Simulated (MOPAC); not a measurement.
Geometry relaxation of InAsH6 (charge +1) (part 2 of 3)

The same run, continued: InAsH6, charge +1, multiplicity 2; PM6-D3H4, unrestricted, dispersion D3H4 (MOPAC 23.2.5). The starting geometry was optimised with PM6-D3H4.

Geometry of the input (Å):
```
As -0.6540  0.3436  -1.0220
In 0.9046  -0.4567  1.4101
H  -1.6784  1.4530  -0.9199
H  -1.5224  -0.6831  -1.7163
H  0.0875  0.8516  -2.2397
H  0.0559  0.7685  2.4820
H  2.5143  -0.0286  0.6380
H  0.2970  -2.1880  1.3478
```

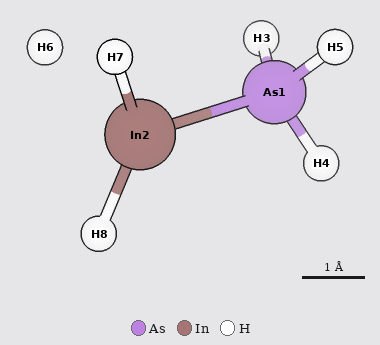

*The geometry at step 15 of the log (ball-and-stick view, seen at a tilt; atoms are numbered from 1 in the order of the input).*

Trajectory as extended XYZ, continued
```
8
Properties=species:S:1:pos:R:3:forces:R:3 step=2 energy=12.38139
As   -0.6148    0.3306   -0.9847   -0.5115   0.1673   0.3322
In    0.8617   -0.4645    1.3424   -0.4085  -0.7441  -1.2572
H    -1.6631    1.4324   -0.8846    0.2882  -0.1463   0.2422
H    -1.5025   -0.6926   -1.6473    0.1323  -0.1907   0.1252
H     0.1023    0.8399   -2.1895    0.3596   0.0400  -0.1309
H     0.0316    0.9408    2.6892    0.0853   0.3617   0.1939
H     2.6124    0.0889    0.6023    0.1327   0.4216   0.2770
H     0.2929   -2.2397    1.4223   -0.0782   0.0904   0.2176
8
Properties=species:S:1:pos:R:3:forces:R:3 step=3 energy=12.19528
As   -0.5759    0.3173   -0.9221   -0.7985   0.4480  -1.2143
In    0.8185   -0.4654    1.2456    0.6449  -0.7938  -0.4799
H    -1.6328    1.4022   -0.8266    0.2914  -0.0501   0.3312
H    -1.4773   -0.7171   -1.5734    0.3175  -0.0885   0.2667
H     0.1360    0.8277   -2.1812    0.0333  -0.2454   0.6246
H     0.0268    1.0575    2.8015    0.1481  -0.0295  -0.0988
H     2.6646    0.1880    0.7168   -0.6990   0.0351   0.4781
H     0.2824   -2.2657    1.5482    0.0623   0.7242   0.0923
8
Properties=species:S:1:pos:R:3:forces:R:3 step=4 energy=12.07897
As   -0.5797    0.3250   -0.9411   -0.5639  -0.0935   0.6971
In    0.8153   -0.4800    1.2150    1.0342  -0.3267  -0.5447
H    -1.6116    1.3840   -0.7530   -0.0183   0.2812   0.2082
H    -1.4588   -0.7356   -1.4930   -0.0426  -0.4006  -0.1580
H     0.1528    0.8090   -2.1051    0.5365   0.2106  -0.5992
H     0.0276    1.1251    2.8654    0.1214  -0.0909  -0.1358
H     2.6782    0.2447    0.8242   -1.0726  -0.1760   0.4661
H     0.2789   -2.2444    1.6383    0.0053   0.5959   0.0664
8
Properties=species:S:1:pos:R:3:forces:R:3 step=5 energy=11.95070
As   -0.5895    0.3290   -0.9470   -0.1463  -0.1280   0.5826
In    0.8224   -0.4889    1.2013    1.3584   0.0979  -0.7231
H    -1.6028    1.3923   -0.7119   -0.0483   0.2540   0.0881
H    -1.4518   -0.7572   -1.4800   -0.0562  -0.2625  -0.1586
H     0.1708    0.8065   -2.1213    0.2259   0.0951  -0.2360
H     0.0283    1.1537    2.8842    0.0891  -0.0838  -0.1144
H     2.6581    0.2574    0.9204   -1.3069  -0.2847   0.4224
H     0.2735   -2.2092    1.6821   -0.1156   0.3120   0.1391
8
Properties=species:S:1:pos:R:3:forces:R:3 step=6 energy=11.85731
As   -0.6492    0.3419   -0.9647    1.0730  -0.5430   0.0867
In    0.8821   -0.5225    1.1228   -1.6170   0.1350  -1.2750
H    -1.5670    1.4753   -0.5494    0.2016  -0.4855  -0.4771
H    -1.4296   -0.8729   -1.4906    0.1749   0.9297   0.2213
H     0.2540    0.7878   -2.1540   -0.9027  -0.1733   0.8861
H     0.0300    1.2637    2.9464    0.0210  -0.0514  -0.0558
H     2.4447    0.2398    1.4926    1.5531   0.9699   0.2364
H     0.2206   -2.0030    1.9193   -0.5040  -0.7814   0.3773
8
Properties=species:S:1:pos:R:3:forces:R:3 step=7 energy=11.72240
As   -0.6126    0.3279   -0.9258    0.1438  -0.1404  -0.4291
In    0.8448   -0.5162    1.0728    1.1522  -0.1100   1.0183
H    -1.5557    1.4433   -0.5530    0.1911  -0.3171  -0.2727
H    -1.4142   -0.8529   -1.4412    0.1041   0.5679   0.0848
H     0.2512    0.7812   -2.0987   -0.5139  -0.0843   0.4877
H     0.0241    1.3026    2.9820    0.0245  -0.0545  -0.0600
H     2.5103    0.3113    1.5065   -1.1627  -0.3930  -0.4336
H     0.2207   -2.0416    1.9672    0.0607   0.5315  -0.3955
8
Properties=species:S:1:pos:R:3:forces:R:3 step=8 energy=11.61845
As   -0.6126    0.3266   -0.9321    0.2957  -0.0835   0.1181
In    0.8475   -0.5117    1.1048    0.7253   0.2764   0.0422
H    -1.5640    1.4286   -0.6132   -0.0011  -0.0171  -0.0646
H    -1.4234   -0.8089   -1.4559   -0.0965   0.0638  -0.0710
H     0.2240    0.7896   -2.0868   -0.1486   0.0073   0.1095
H     0.0265    1.2608    2.9458    0.0255  -0.0567  -0.0610
H     2.5163    0.2889    1.3925   -0.5821  -0.0755  -0.1455
H     0.2273   -2.0518    1.8924   -0.2181  -0.1148   0.0724
8
Properties=species:S:1:pos:R:3:forces:R:3 step=9 energy=11.60159
As   -0.6126    0.3254   -0.9301    0.1908  -0.1248   0.0921
In    0.8511   -0.5091    1.1116    0.1435  -0.0783  -0.0542
H    -1.5670    1.4294   -0.6327   -0.0222   0.0085  -0.0097
H    -1.4302   -0.7983   -1.4774   -0.0518   0.0680  -0.0146
H     0.2159    0.7938   -2.0828   -0.0515   0.0269   0.0413
H     0.0276    1.2429    2.9265    0.0240  -0.0542  -0.0576
H     2.5014    0.2783    1.3639   -0.0514   0.1822  -0.0434
H     0.2203   -2.0565    1.8867   -0.1814  -0.0283   0.0460
8
Properties=species:S:1:pos:R:3:forces:R:3 step=10 energy=11.59577
As   -0.6078    0.3231   -0.9248   -0.0222  -0.0503   0.0140
In    0.8493   -0.5072    1.1157    0.1312  -0.2171   0.0104
H    -1.5709    1.4287   -0.6486    0.0097  -0.0070   0.0383
H    -1.4351   -0.7859   -1.4894   -0.0259   0.0274   0.0117
H     0.2084    0.7985   -2.0778    0.0464   0.0416  -0.0238
H     0.0277    1.2284    2.9065    0.0230  -0.0519  -0.0539
H     2.5017    0.2850    1.3258   -0.0198   0.1916  -0.0170
H     0.2146   -2.0647    1.8789   -0.1424   0.0657   0.0203
8
Properties=species:S:1:pos:R:3:forces:R:3 step=11 energy=11.58739
As   -0.6071    0.3226   -0.9228   -0.0817  -0.0022   0.0222
In    0.8524   -0.5104    1.1186   -0.0408  -0.2631  -0.0167
H    -1.5729    1.4303   -0.6565    0.0264  -0.0153   0.0719
H    -1.4399   -0.7731   -1.5006   -0.0324  -0.0255   0.0092
H     0.2044    0.8061   -2.0725    0.1001   0.0486  -0.0678
H     0.0274    1.2170    2.8801    0.0206  -0.0466  -0.0465
H     2.4879    0.3057    1.3086    0.1351   0.2452   0.0067
H     0.2005   -2.0581    1.8874   -0.1271   0.0589   0.0211
8
Properties=species:S:1:pos:R:3:forces:R:3 step=12 energy=11.56766
As   -0.6054    0.3236   -0.9184   -0.1792   0.0233  -0.0014
In    0.8604   -0.5232    1.1242   -0.1110  -0.2129   0.0095
H    -1.5760    1.4325   -0.6622    0.0496  -0.0161   0.1246
H    -1.4523   -0.7449   -1.5261   -0.0124  -0.0806   0.0164
H     0.1989    0.8276   -2.0618    0.1608   0.0482  -0.1177
H     0.0255    1.1924    2.8062    0.0110  -0.0264  -0.0197
H     2.4540    0.3848    1.2688    0.1316   0.1681   0.0136
H     0.1572   -2.0367    1.9247   -0.0504   0.0965  -0.0252
8
Properties=species:S:1:pos:R:3:forces:R:3 step=13 energy=11.55792
As   -0.6068    0.3256   -0.9188   -0.1031   0.0193   0.0109
In    0.8681   -0.5358    1.1246   -0.0922  -0.0424   0.0176
H    -1.5742    1.4359   -0.6437    0.0787  -0.0469   0.1009
H    -1.4591   -0.7324   -1.5374   -0.0142  -0.0683  -0.0015
H     0.2022    0.8428   -2.0586    0.0935   0.0275  -0.0623
H     0.0240    1.1842    2.7579    0.0032  -0.0110  -0.0008
H     2.4221    0.4514    1.2668    0.0373   0.0435  -0.0059
H     0.1219   -2.0085    1.9638   -0.0033   0.0784  -0.0589
8
Properties=species:S:1:pos:R:3:forces:R:3 step=14 energy=11.55548
As   -0.6073    0.3260   -0.9199   -0.0366  -0.0106   0.0067
In    0.8694   -0.5388    1.1227   -0.0551   0.0675  -0.0096
H    -1.5703    1.4352   -0.6251    0.0806  -0.0558   0.0603
H    -1.4599   -0.7350   -1.5366   -0.0052  -0.0255   0.0043
H     0.2066    0.8449   -2.0598    0.0271   0.0137  -0.0120
H     0.0239    1.1873    2.7517    0.0023  -0.0097   0.0011
H     2.4133    0.4665    1.2760    0.0060   0.0039  -0.0147
H     0.1136   -1.9968    1.9724   -0.0191   0.0165  -0.0362
8
Properties=species:S:1:pos:R:3:forces:R:3 step=15 energy=11.55397
As   -0.6063    0.3253   -0.9206    0.0117  -0.0430  -0.0047
In    0.8681   -0.5383    1.1210    0.0031   0.1249  -0.0235
H    -1.5650    1.4311   -0.6067    0.0652  -0.0391   0.0252
H    -1.4595   -0.7390   -1.5326    0.0002   0.0050   0.0044
H     0.2101    0.8447   -2.0614   -0.0229   0.0076   0.0258
H     0.0242    1.1906    2.7544    0.0031  -0.0114  -0.0006
H     2.4124    0.4685    1.2792   -0.0238  -0.0186  -0.0163
H     0.1111   -1.9930    1.9701   -0.0365  -0.0254  -0.0104
8
Properties=species:S:1:pos:R:3:forces:R:3 step=16 energy=11.55277
As   -0.6041    0.3235   -0.9205    0.0220  -0.0587  -0.0176
In    0.8658   -0.5364    1.1200    0.0466   0.1170  -0.0150
H    -1.5588    1.4257   -0.5885    0.0481  -0.0173   0.0000
H    -1.4599   -0.7403   -1.5300    0.0034   0.0183   0.0019
H     0.2120    0.8459   -2.0611   -0.0477   0.0089   0.0405
H     0.0248    1.1904    2.7549    0.0032  -0.0113  -0.0005
H     2.4126    0.4688    1.2733   -0.0410  -0.0301  -0.0089
H     0.1073   -1.9927    1.9643   -0.0347  -0.0269  -0.0004
8
Properties=species:S:1:pos:R:3:forces:R:3 step=17 energy=11.55182
As   -0.6004    0.3197   -0.9198    0.0050  -0.0472  -0.0162
In    0.8628   -0.5328    1.1192    0.0421   0.0276   0.0087
H    -1.5486    1.4184   -0.5646    0.0235   0.0088  -0.0220
H    -1.4618   -0.7381   -1.5291   -0.0031   0.0098  -0.0087
H     0.2124    0.8503   -2.0572   -0.0472   0.0179   0.0237
H     0.0264    1.1859    2.7519    0.0019  -0.0082   0.0028
H     2.4113    0.4684    1.2595   -0.0072  -0.0090   0.0105
H     0.0986   -1.9929    1.9542   -0.0151   0.0003   0.0011
8
Properties=species:S:1:pos:R:3:forces:R:3 step=18 energy=11.55156
As   -0.6006    0.3192   -0.9196   -0.0037  -0.0398  -0.0096
In    0.8634   -0.5328    1.1197    0.0188   0.0117   0.0081
H    -1.5479    1.4192   -0.5669    0.0169   0.0108  -0.0128
H    -1.4627   -0.7361   -1.5314   -0.0042   0.0011  -0.0091
H     0.2110    0.8523   -2.0556   -0.0287   0.0174   0.0074
H     0.0267    1.1839    2.7492    0.0011  -0.0066   0.0047
H     2.4101    0.4696    1.2582    0.0108   0.0004   0.0121
H     0.0964   -1.9920    1.9546   -0.0109   0.0051  -0.0008
8
Properties=species:S:1:pos:R:3:forces:R:3 step=19 energy=11.55131
As   -0.6016    0.3177   -0.9193   -0.0127  -0.0045  -0.0051
In    0.8650   -0.5329    1.1203   -0.0355  -0.0175   0.0059
H    -1.5458    1.4231   -0.5738    0.0070  -0.0021   0.0121
H    -1.4649   -0.7321   -1.5373   -0.0101  -0.0134  -0.0075
H     0.2073    0.8572   -2.0524    0.0062   0.0098  -0.0205
H     0.0279    1.1803    2.7462   -0.0003  -0.0041   0.0074
H     2.4088    0.4704    1.2604    0.0511   0.0249   0.0116
H     0.0919   -1.9891    1.9555   -0.0056   0.0069  -0.0038
8
Properties=species:S:1:pos:R:3:forces:R:3 step=20 energy=11.55119
As   -0.6014    0.3173   -0.9196   -0.0056  -0.0046  -0.0063
In    0.8648   -0.5325    1.1202   -0.0175  -0.0107   0.0070
H    -1.5442    1.4224   -0.5699    0.0037  -0.0015   0.0063
H    -1.4652   -0.7325   -1.5372   -0.0097  -0.0090  -0.0068
H     0.2074    0.8578   -2.0527   -0.0009   0.0080  -0.0158
H     0.0282    1.1804    2.7472   -0.0001  -0.0044   0.0070
H     2.4095    0.4707    1.2605    0.0351   0.0148   0.0110
H     0.0909   -1.9888    1.9545   -0.0050   0.0073  -0.0025
8
Properties=species:S:1:pos:R:3:forces:R:3 step=21 energy=11.55100
As   -0.6017    0.3153   -0.9213    0.0307   0.0021  -0.0018
In    0.8645   -0.5311    1.1199    0.0226   0.0098   0.0019
H    -1.5376    1.4217   -0.5589   -0.0131  -0.0045  -0.0097
H    -1.4674   -0.7336   -1.5384   -0.0091   0.0080  -0.0032
H     0.2057    0.8611   -2.0544   -0.0177  -0.0048   0.0002
H     0.0300    1.1804    2.7547    0.0008  -0.0063   0.0044
H     2.4136    0.4685    1.2663   -0.0086  -0.0086   0.0052
H     0.0868   -1.9867    1.9512   -0.0057   0.0043   0.0029
8
Properties=species:S:1:pos:R:3:forces:R:3 step=22 energy=11.55094
As   -0.6020    0.3154   -0.9212    0.0250   0.0022  -0.0069
In    0.8649   -0.5312    1.1201    0.0151   0.0091   0.0012
H    -1.5386    1.4225   -0.5624   -0.0123  -0.0047  -0.0025
H    -1.4677   -0.7330   -1.5393   -0.0071   0.0062  -0.0003
H     0.2049    0.8611   -2.0546   -0.0112  -0.0051  -0.0021
H     0.0301    1.1798    2.7547    0.0007  -0.0061   0.0046
H     2.4137    0.4683    1.2671   -0.0041  -0.0056   0.0043
H     0.0870   -1.9865    1.9519   -0.0061   0.0040   0.0018
8
Properties=species:S:1:pos:R:3:forces:R:3 step=23 energy=11.55086
As   -0.6025    0.3152   -0.9218    0.0189   0.0126  -0.0092
In    0.8657   -0.5310    1.1204   -0.0026   0.0043  -0.0022
H    -1.5396    1.4235   -0.5664   -0.0080  -0.0099   0.0059
H    -1.4694   -0.7315   -1.5412   -0.0055  -0.0001   0.0042
H     0.2021    0.8612   -2.0564   -0.0014  -0.0065  -0.0036
H     0.0308    1.1779    2.7584    0.0008  -0.0065   0.0039
H     2.4150    0.4661    1.2716    0.0051   0.0032   0.0008
H     0.0863   -1.9852    1.9526   -0.0073   0.0029   0.0003
8
Properties=species:S:1:pos:R:3:forces:R:3 step=24 energy=11.55081
As   -0.6024    0.3150   -0.9222    0.0160   0.0101  -0.0093
In    0.8659   -0.5308    1.1205   -0.0018   0.0046  -0.0028
H    -1.5395    1.4228   -0.5656   -0.0074  -0.0075   0.0060
H    -1.4706   -0.7309   -1.5414   -0.0029  -0.0008   0.0061
H     0.2008    0.8612   -2.0576   -0.0003  -0.0052  -0.0033
H     0.0313    1.1766    2.7604    0.0008  -0.0066   0.0037
H     2.4156    0.4657    1.2730    0.0026   0.0022  -0.0004
H     0.0850   -1.9843    1.9526   -0.0070   0.0032   0.0000
8
Properties=species:S:1:pos:R:3:forces:R:3 step=25 energy=11.55073
As   -0.6005    0.3130   -0.9257   -0.0122   0.0064   0.0105
In    0.8665   -0.5284    1.1205   -0.0023  -0.0027  -0.0058
H    -1.5382    1.4155   -0.5527    0.0081   0.0077  -0.0098
H    -1.4800   -0.7268   -1.5396    0.0123  -0.0150   0.0081
H     0.1912    0.8611   -2.0679    0.0007   0.0056   0.0022
H     0.0350    1.1649    2.7774    0.0010  -0.0072   0.0019
H     2.4188    0.4632    1.2822   -0.0055  -0.0002  -0.0065
H     0.0732   -1.9756    1.9524   -0.0021   0.0054  -0.0007
8
Properties=species:S:1:pos:R:3:forces:R:3 step=26 energy=11.55064
As   -0.6010    0.3140   -0.9242   -0.0035   0.0033   0.0022
In    0.8661   -0.5294    1.1204    0.0005   0.0029  -0.0044
H    -1.5391    1.4181   -0.5581    0.0014   0.0051  -0.0032
H    -1.4761   -0.7290   -1.5392    0.0078  -0.0088   0.0059
H     0.1951    0.8607   -2.0641   -0.0001   0.0015  -0.0004
H     0.0334    1.1690    2.7709    0.0009  -0.0069   0.0027
H     2.4173    0.4645    1.2778   -0.0019   0.0002  -0.0036
H     0.0779   -1.9789    1.9527   -0.0050   0.0027   0.0007
8
Properties=species:S:1:pos:R:3:forces:R:3 step=27 energy=11.55063
As   -0.6010    0.3142   -0.9240   -0.0035   0.0025   0.0004
In    0.8660   -0.5295    1.1204    0.0006   0.0036  -0.0033
H    -1.5395    1.4184   -0.5593    0.0017   0.0041  -0.0013
H    -1.4755   -0.7297   -1.5383    0.0073  -0.0070   0.0046
H     0.1955    0.8605   -2.0638   -0.0011   0.0005  -0.0008
H     0.0332    1.1690    2.7707    0.0009  -0.0069   0.0028
H     2.4170    0.4647    1.2771   -0.0006   0.0005  -0.0028
H     0.0784   -1.9792    1.9529   -0.0053   0.0027   0.0004
8
Properties=species:S:1:pos:R:3:forces:R:3 step=28 energy=11.55053
As   -0.6003    0.3147   -0.9241   -0.0133   0.0055  -0.0021
In    0.8657   -0.5293    1.1199    0.0002   0.0047   0.0028
H    -1.5400    1.4190   -0.5623    0.0024   0.0003   0.0023
H    -1.4745   -0.7334   -1.5322    0.0115   0.0008  -0.0024
H     0.1946    0.8604   -2.0654   -0.0031  -0.0089  -0.0021
H     0.0334    1.1634    2.7753    0.0008  -0.0066   0.0030
H     2.4163    0.4653    1.2749    0.0050   0.0014  -0.0009
H     0.0760   -1.9771    1.9539   -0.0034   0.0028  -0.0005
```
